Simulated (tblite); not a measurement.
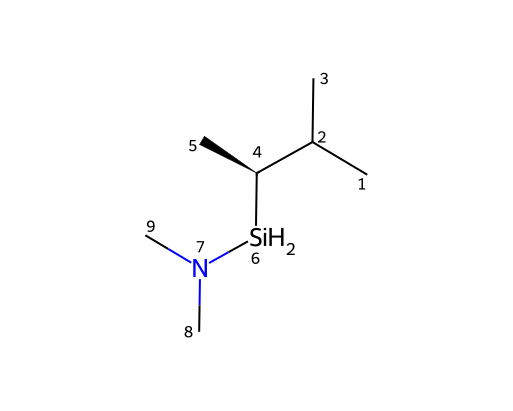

Skeletal drawing with numbered atoms; wedges and dashes mark any stereocentres. The configuration is that of a computed structure (GFN2-xTB).

What are the Cahn–Ingold–Prelog descriptors?

Answer. C4: S.

Write the isomeric SMILES.

Answer. CC(C)[C@H](C)[SiH2]N(C)C
